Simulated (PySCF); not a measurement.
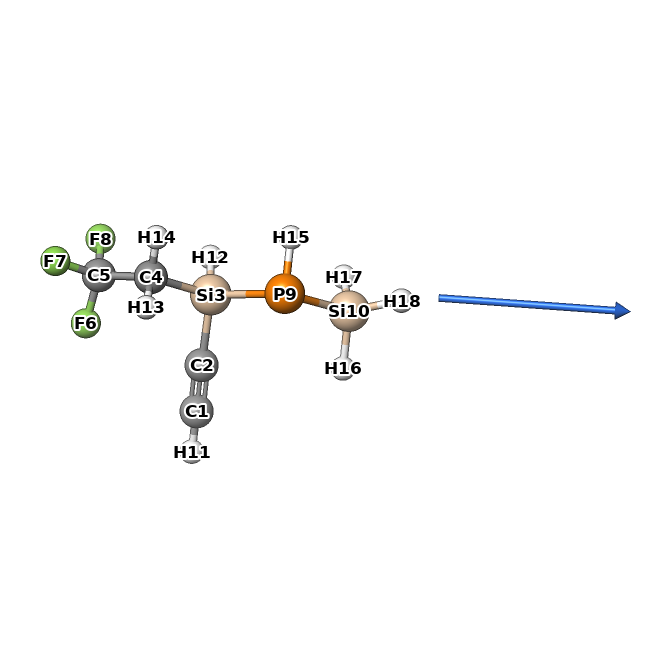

The arrow beside the molecule shows the direction of the dipole moment, from the negative to the positive end (its length means nothing). The computed structure is the end point of a GFN2-xTB optimisation. No frequency run is at hand to confirm it as a minimum. Level of theory: PBE0/pcSseg-1, gas phase (PySCF 2.14.0).

### Estimate the dipole moment.

2.25 D; it points from the side of F7 to the side of H18 (the outermost atoms at the two ends).

The geometry is semi-empirical. Around P, Si such bond lengths and angles can be off by a tenth of an ångström or more and by several degrees, and values that hang on the shape move with them.
